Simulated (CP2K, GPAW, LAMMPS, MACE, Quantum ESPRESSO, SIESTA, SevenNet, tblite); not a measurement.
# Glassy B2O3 (90 atoms): one structure in several programs

Aim: run glassy B2O3 (90 atoms) in several programs and set results and cost side by side. A plane-wave run serves as the reference.

Calculated with Quantum ESPRESSO 7.5; Kohn-Sham DFT, PBE, SSSP efficiency 1.3.0 pseudopotentials, plane waves.

## (1) The structure

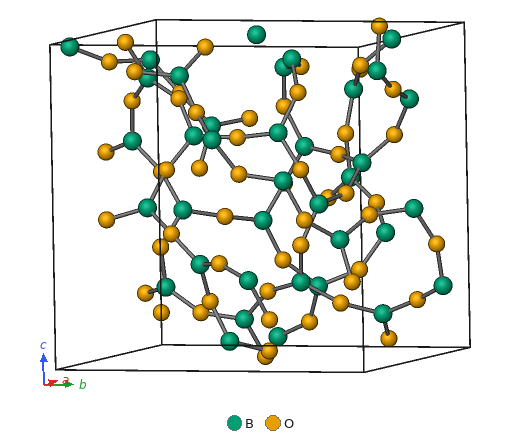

The starting structure, seen slightly off an axis (boron teal, oxygen orange). Bonds to atoms that aren't drawn are left out. Some periodic images of atoms are drawn too.

The cell holds 90 atoms: 36 B and 54 O. Cell: a = 10.120 Å, b = 10.120 Å, c = 10.120 Å, α = 90.0°, β = 90.0°, γ = 90.0°. 90 atoms (36 B, 54 O) placed at random at 1.93 g/cm³, melted at 3000 K for 20 ps at fixed volume with the Buckingham and Coulomb pair potential of Guillot and Sator (Geochim. Cosmochim. Acta 71, 1249 (2007)) with the boron terms of Wang et al. (J. Non-Cryst. Solids 498, 294 (2018)). Quenched from 3000 K to 300 K at 50 K/ps and fixed volume, held 10 ps at zero pressure, then minimised at fixed cell.

## (2) Reference: Quantum ESPRESSO, plane waves

File pw.in:

```
&control
  calculation = 'scf'
  pseudo_dir = './pseudo'
  outdir = './tmp'
  disk_io = 'none'
  tprnfor = .true.
  tstress = .true.
/
&system
  ibrav = 0
  nat = 90
  ntyp = 2
  ecutwfc = 60
  ecutrho = 480
  nosym = .true.
  occupations = 'smearing'
  smearing = 'fd'
  degauss = 0.003675
/
&electrons
  conv_thr = 4.5e-07
  electron_maxstep = 100
  mixing_beta = 0.4
  mixing_mode = 'plain'
  diagonalization = 'david'
/
ATOMIC_SPECIES
B 10.810 B.upf
O 15.999 O.upf
CELL_PARAMETERS angstrom
10.11952 0.00000 0.00000
0.00000 10.11952 0.00000
0.00000 0.00000 10.11952
ATOMIC_POSITIONS crystal
B 0.87236 0.96008 0.19952
B 0.95356 0.84166 0.42979
B 0.29996 0.31808 0.47089
B 0.77167 0.15131 0.84586
B 0.72886 0.22253 0.27002
B 0.58129 0.80465 0.59859
B 0.39058 0.18061 0.86910
B 0.96012 0.59744 0.33123
B 0.37851 0.48428 0.13062
B 0.02536 0.05582 0.99190
B 0.94758 0.73246 0.85286
B 0.68811 0.32854 0.03756
[... 74 atom lines left out ...]
O 0.10647 0.96805 0.92438
O 0.25561 0.65549 0.32361
O 0.53930 0.62678 0.89645
O 0.74123 0.54558 0.80053
K_POINTS gamma
```

On the command line:

```
OMP_NUM_THREADS=1 mpirun -np 4 pw.x -in pw.in > output.txt
```

Numbers of over 12 decimals in the logs are rounded to 6 here.

The program printed:

```text
Program PWSCF
     gamma-point specific algorithms are used
     one sub-group per band group will be used
     scalapack distributed-memory algorithm (size of sub-group:  2*  2 procs)
     Parallelization info
     sticks:   dense  smooth     PW     G-vecs:    dense   smooth      PW
     Min        3490    1745    436               310594   109799   13720
     Max        3492    1748    438               310604   109804   13726
     Sum       13965    6985   1749              1242401   439207   54891
     bravais-lattice index     =            0
     lattice parameter (alat)  =      19.1231  a.u.
     unit-cell volume          =    6993.2063 (a.u.)^3
     number of atoms/cell      =           90
     number of atomic types    =            2
     number of electrons       =       432.00
[... lines left out ...]
     scf convergence threshold =      4.5E-07
[... lines left out ...]
     number of k points=     1  Fermi-Dirac smearing, width (Ry)=  0.0037
[... lines left out ...]
     total energy              =   -2483.51966714 Ry
[... lines left out ...]
     total energy              =   -2487.04827478 Ry
[... lines left out ...]
     total energy              =   -2487.01664311 Ry
[... lines left out ...]
     total energy              =   -2487.05886873 Ry
[... lines left out ...]
     total energy              =   -2487.05886855 Ry
[... lines left out ...]
   -18.7701 -18.5079 -18.4905 -18.4255 -18.3830 -18.3180 -18.2766 -18.2705
   -18.1784 -18.1494 -18.0683 -18.0303 -17.9912 -17.9550 -17.9138 -17.8506
   -17.8324 -17.7602 -17.6871 -17.6373 -17.5463 -17.5024 -17.4393 -17.3853
[...]
8.5463   8.7074   8.8076   8.8448   8.9302   8.9629   9.0864   9.0989
     9.1310   9.2189   9.2871   9.4255   9.4349   9.5802   9.6367   9.6623
     9.9173   9.9728  10.0621
     the Fermi energy is     3.1040 ev
!    total energy              =   -2487.05886838 Ry
     estimated scf accuracy    <       0.00000023 Ry
     smearing contrib. (-TS)   =      -0.00000000 Ry
     internal energy E=F+TS    =   -2487.05886838 Ry
     The total energy is F=E-TS. E is the sum of the following terms:
     one-electron contribution =   -1187.49623015 Ry
     hartree contribution      =     799.57687150 Ry
     xc contribution           =    -509.97515240 Ry
     ewald contribution        =   -1076.53038355 Ry
     one-center paw contrib.   =    -512.63397377 Ry
     convergence has been achieved in  11 iterations
     Forces acting on atoms (cartesian axes, Ry/au):
     atom    1 type  1   force =     0.00096955   -0.05849129   -0.02055959
     atom    2 type  1   force =     0.04904379   -0.00481782   -0.06752828
     atom    3 type  1   force =    -0.07359439    0.01416040   -0.00731249
[...]
atom   89 type  2   force =     0.03590225    0.00717716   -0.01117046
     atom   90 type  2   force =     0.00653161    0.01008638   -0.00595289
     Total force =     0.452183     Total SCF correction =     0.000457
     Computing stress (Cartesian axis) and pressure
          total   stress  (Ry/bohr**3)                   (kbar)     P=     -101.38
  -0.00062317  -0.00011463  -0.00006014          -91.67      -16.86       -8.85
  -0.00011463  -0.00057495   0.00014366          -16.86      -84.58       21.13
  -0.00006014   0.00014366  -0.00086933           -8.85       21.13     -127.88
     Message from routine punch:
     Nothing written, as per user request (disk_io='none')
```

It took 72 s on 4 MPI ranks of Arm Neoverse V2, shared host; peak memory 2.8 GiB; 4.8 min of CPU time.

Banners, paths, timers and routine set-up lines are dropped from the logs unmarked, and long logs keep their key lines alone; longer cuts are marked.

Numbers from this run:

```
r.m.s. force component                           : 0.7075 eV/Å
longest force                                    : 3.16 eV/Å
pressure                                         : -10.14 GPa
gap (highest filled to lowest empty level) : 4.663 eV
```

## (3) Structure statistics

Density 2.01 g/cm³, 11.51 Å³ an atom.

Pair distribution functions g(r), in bins of 0.2 Å:

```
r (Å)  total   O-O   O-B   B-B
 1.30   3.88  0.00  8.10  0.00
 1.50   1.80  0.00  3.76  0.00
 1.70   0.00  0.00  0.00  0.00
 1.90   0.00  0.00  0.00  0.00
 2.10   0.00  0.00  0.00  0.00
 2.30   0.56  1.56  0.00  0.00
 2.50   1.50  3.67  0.10  0.78
 2.70   0.77  0.07  0.23  3.96
 2.90   0.51  0.90  0.33  0.15
 3.10   0.77  1.02  0.71  0.40
 3.30   1.29  0.81  1.71  1.10
 3.50   1.12  0.92  1.43  0.67
 3.70   1.46  0.59  2.21  1.16
 3.90   1.10  0.82  1.36  0.92
 4.10   1.04  1.15  0.95  1.06
 4.30   1.06  1.26  0.80  1.37
 4.50   1.06  1.38  0.71  1.39
 4.70   1.16  1.42  0.96  1.15
 4.90   0.96  0.99  0.88  1.11
```

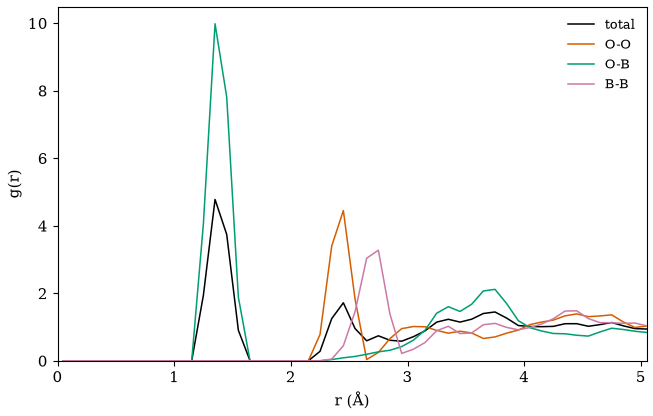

Pair distribution functions, lightly smoothed.

Bonds by pair of elements; cutoffs follow the first minimum of g(r), held within bounds set by covalent radii, and pairs that aren't listed don't count as bonded:

```
pair A-B  cutoff (Å)  bonds  mean length (Å)  spread (Å)  shortest (Å)  B about A  A about B
     O-B        1.82    108             1.40       0.006          1.38          2          3
```

How many atoms have how many bonded neighbours:

```
element  mean   2   3
      B     3   0  36
      O     2  54   0
```

Oxygen atoms by the number of network formers (Si, P, Ge, B, Al, As, Ga) bound to them:

```
network formers bound to O  O atoms  per cent
                         0        0         0
                         1        0         0
                         2       54       100
```

Network units: each former by its oxygen neighbours and how many of them bridge to another former:

```
former  O neighbours  bridging O  atoms
     B             3           3     36
```

Rings of the network by King's shortest-path rule, up to 12 atoms, one path for each pair of neighbours; H, halogens, alkali and alkaline-earth atoms are left out, and the last column divides by all other atoms, bonded or not:

```
ring size (atoms)  rings  per network atom
               12      2             0.022
```

## (4) The ladder

The programs:
- CP2K 2026.2: Gaussian basis with GTH pseudopotentials and a plane-wave density; labels give functional, basis (MOLOPT sets; SR short-range, UZH the newer set with its own potentials), grid cutoff/relative cutoff and solver (OT: orbital transformation; TRS4, TC2, SIGN: linear-scaling purification with its sparsity filter), or its built-in tight binding.
- GPAW 26.7.0: PAW with atomic orbitals (LCAO), plane waves or a real-space grid of spacing h.
- MACE: machine-learned potential, published weights.
- SIESTA 5.4.2: numerical atomic orbitals, whose automatically made sets are far from complete, with PseudoDojo norm-conserving potentials that we converted to its format (checked against plane waves on the same files for H, C, O, Si, Ge and Ca alone); labels give functional, basis size, energy shift and mesh cutoff.
- SevenNet: machine-learned potential, published weights.
- tblite 0.8.0: extended tight binding, driven from Python.

All use the same cell and atoms; the electronic-structure runs use the same k-mesh, and an electronic temperature of 580 K (0.05 eV) where levels are smeared.

Differences are against the plane-wave reference, forces as r.m.s. over components; share is that over the reference's r.m.s. force, slope the least-squares factor from reference forces to these. Total energies of different programs have different zeros and aren't compared.

```
                                                                       run  Δ force, r.m.s. (meV/Å)  share (%)  slope  Δ pressure (GPa)  Δ gap (eV)  cores  CPU time  memory (GiB)
                                                                 reference                        -          -      -                 -           -      4   4.8 min           2.8
CP2K PBE, DZVP-MOLOPT-SR, 600/50 Ry, TRS4 filter 1e-03, SCF 1e-04 (coarse)                      161       22.7  0.922              3.65           -      4      68 s           2.3
         CP2K PBE, DZVP-MOLOPT-SR, 600/50 Ry, TRS4 filter 1e-07, SCF 1e-07                     85.9       12.1  1.029              2.06           -      4     2 min           2.3
                      CP2K PBE, DZVP-MOLOPT-SR, 600/50 Ry, diagonalisation                     85.9       12.1  1.031              2.06     -0.0272      4   3.1 min           3.7
                            CP2K PBE, DZVP-UZH, 600/50 Ry, diagonalisation                     90.8       12.8  1.042              1.84     -0.0456      4   3.6 min           3.7
                                              GPAW PBE, LCAO dzp, h 0.18 Å                      156       22.1  1.067                 -      -0.132      1      90 s           1.2
                                 GPAW PBE, LCAO sz(dzp), h 0.18 Å (coarse)                      636       89.9  0.603                 -      -0.601      1      30 s          0.88
                                GPAW PBE, LCAO szp(dzp), h 0.18 Å (coarse)                      409       57.8  0.902                 -      -0.279      1      72 s           1.1
                                               MACE MP-0b2 small potential                      133       18.8  0.866              1.31           -      1     4.8 s           0.7
                                               MACE MPA-0 medium potential                     71.4       10.1  0.969              1.21           -      1     5.7 s           1.2
                       SIESTA PBE, DZ, shift 0.01 Ry, mesh 500 Ry (coarse)                      198       28.0  0.777              4.17      -0.226      2   1.7 min           1.4
                      SIESTA PBE, DZP, shift 0.01 Ry, mesh 150 Ry (coarse)                     76.4       10.8  1.004              1.43      -0.115      2      59 s           0.8
                               SIESTA PBE, DZP, shift 0.01 Ry, mesh 500 Ry                     73.9       10.4  1.005              1.48      -0.115      2   4.2 min           2.1
                                                   SevenNet l3i5 potential                     79.0       11.2  0.925             0.562           -      1     7.3 s           1.8
                                                           tblite GFN1-xTB                      227       32.0  0.768             0.622           -      1     1.7 s          0.12
                                                           tblite GFN2-xTB                      296       41.9  0.685             -1.78           -      1     5.8 s          0.12
```

Rows marked coarse were listed beforehand as settings not expected to be converged; some can still land near the reference.

Times of the machine-learned potentials are mostly Python's start and the loading of weights.

CPU time is summed over cores on a shared host, where runs went side by side, so it is rough. Symmetry, cutoffs, thresholds, outputs and thread counts weren't matched or tuned between programs; memory under MPI is the largest rank's times the ranks.

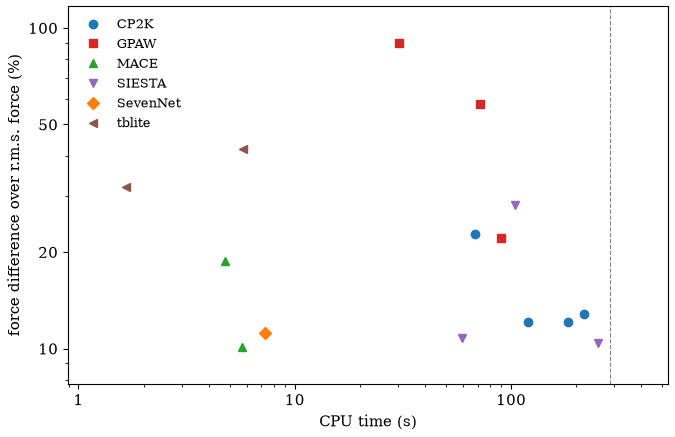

Force difference against CPU time; the dashed line marks the reference's time.

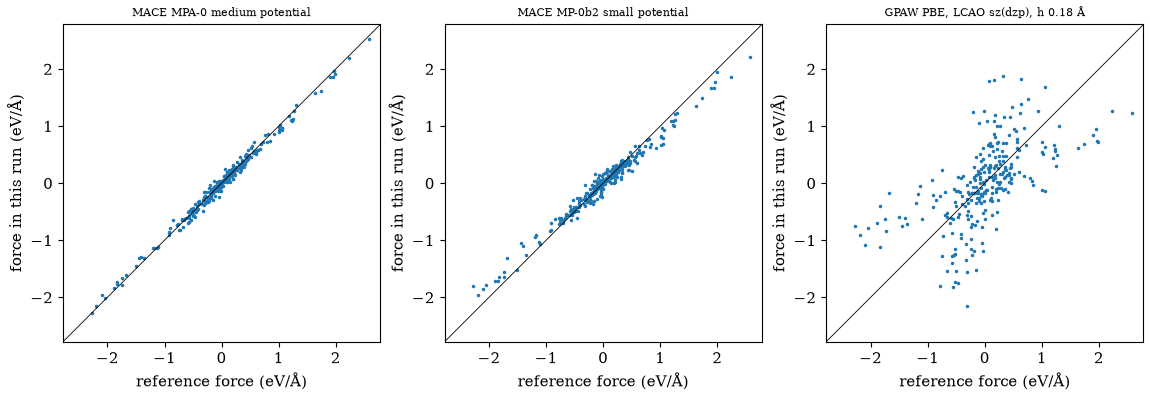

Force components against those of the reference; the line marks equality.

Mean charges by element (e), by run and scheme:

```
                                                              run     scheme      B      O
CP2K PBE, DZVP-MOLOPT-SR, 600/50 Ry, TRS4 filter 1e-07, SCF 1e-07   Mulliken  +0.32  -0.21
             CP2K PBE, DZVP-MOLOPT-SR, 600/50 Ry, diagonalisation   Mulliken  +0.32  -0.21
             CP2K PBE, DZVP-MOLOPT-SR, 600/50 Ry, diagonalisation  Hirshfeld  +0.32  -0.22
                   CP2K PBE, DZVP-UZH, 600/50 Ry, diagonalisation   Mulliken  +0.41  -0.28
                   CP2K PBE, DZVP-UZH, 600/50 Ry, diagonalisation  Hirshfeld  +0.32  -0.21
                      SIESTA PBE, DZP, shift 0.01 Ry, mesh 500 Ry  Hirshfeld  +0.24  -0.16
                                                  tblite GFN1-xTB   Mulliken  +0.68  -0.46
                                                  tblite GFN2-xTB   Mulliken  +0.63  -0.42
```

Within one program, basis, potentials and functional, energies share a zero. Each run against its twin at the usual cutoff or grid and solver:

```
                                                              run                                        twin  Δ energy (meV/atom)  Δ force, r.m.s. (meV/Å)  CPU time over the twin's
CP2K PBE, DZVP-MOLOPT-SR, 600/50 Ry, TRS4 filter 1e-03, SCF 1e-04  DZVP-MOLOPT-SR, 600/50 Ry, diagonalisation                 43.7                      136                      0.37
CP2K PBE, DZVP-MOLOPT-SR, 600/50 Ry, TRS4 filter 1e-07, SCF 1e-07  DZVP-MOLOPT-SR, 600/50 Ry, diagonalisation               0.0058                     9.23                      0.65
                      SIESTA PBE, DZP, shift 0.01 Ry, mesh 150 Ry             DZP, shift 0.01 Ry, mesh 500 Ry                  3.8                     25.6                      0.23
```

## (5) Outcome

| Property | Result |
| --- | --- |
| reference r.m.s. force component | 0.708 eV/Å |
| nearest in forces | a tie at 10 % of 2 runs: MACE MPA-0 medium potential; SIESTA PBE, DZP, shift 0.01 Ry, mesh 500 Ry |
| farthest in forces | GPAW PBE, LCAO sz(dzp), h 0.18 Å (coarse), 90 % |
| cheapest electronic-structure run beside the reference | tblite GFN1-xTB, 1.7 s of CPU time |

What this shows: The PBE runs in local orbitals, coarse settings apart, differ by 10 % (SIESTA PBE, DZP, shift 0.01 Ry, mesh 500 Ry) to 22 % (GPAW PBE, LCAO dzp, h 0.18 Å); basis, grid and potentials can all enter. Tight binding differs by 32 % (tblite GFN1-xTB) to 42 % (tblite GFN2-xTB); it is another model, with fitted parameters of its own, and the xTB methods hold dispersion. Machine-learned potentials differ by 10 % (MACE MPA-0 medium potential) to 19 % (MACE MP-0b2 small potential); they were trained on other programs' data. Runs with settings chosen to be coarse differ by 11 % (SIESTA PBE, DZP, shift 0.01 Ry, mesh 150 Ry) to 90 % (GPAW PBE, LCAO sz(dzp), h 0.18 Å), their programs' other errors included. Of the electronic-structure runs that take under half the reference's CPU time, SIESTA PBE, DZP, shift 0.01 Ry, mesh 150 Ry comes nearest, at 11 % in 59 s against 4.8 min. SIESTA PBE, DZ, shift 0.01 Ry, mesh 500 Ry softens the forces by a factor of 0.78 while following their directions (correlation 0.977); the slopes of the 3 SIESTA runs lie between 0.78 and 1.00; the difference isn't even, but is largest on one element. At the same functional, gaps differ from the reference's 4.66 eV by between -0.60 and -0.03 eV. In pressure, SIESTA PBE, DZ, shift 0.01 Ry, mesh 500 Ry misses by +4.2 GPa, at the same functional. Charges hang on model, scheme and program or settings: among these rows the mean for B runs from +0.24 to +0.68 e. With TRS4, tightening the sparsity filter from 1e-03 to 1e-07, and the SCF threshold with it, takes the force difference from the cubic solver from 136 to 9.2 meV/Å, and the CPU time from 0.37 to 0.65 times the cubic solver's. In the reference: filled and empty levels are parted by 4.66 eV (on the run's k-points); a semilocal functional tends to put such gaps too low. In a disordered cell it changes from sample to sample, and tail or defect levels can set it. In the reference: By these cutoffs all B atoms have 3 and all O atoms have 2 bonded neighbours. Periodic xTB results under one method name differ between programs and library versions. The reference's pressure holds the uncorrected Pulay stress of its 60 Ry basis, so small pressure differences, and their order, may be the reference's own error. Machine-learned potentials mimic data converged in k, so the reference's own k-point error enters their differences. The quench rate of 50 K/ps is many orders above laboratory rates, so the cell is likely richer in defects and strain than a real sample. The network of bonds at the start is that of the classical potential that made the cell, and needn't be the one that DFT or experiment would give. The reference's stress is far from hydrostatic: its diagonal is -9.2, -8.5, -12.8 GPa, compression counted positive. The electronic-structure runs sample only Γ, in a cell whose shortest periodic width is 10 Å.

[Also dropped from logs without a mark: logging warnings of Python, and SIESTA's first energy breakdown and zero terms.]

[Logs are printed without paths, hosts, clocks, repeated set-up lines and the standing remarks that a program may print on its own settings, such as how far it seeks lower states.]

[Hosts, paths, dates, database ids (printed as entryN), source tags and the programs' standing remarks are cut or masked in the printed files.]
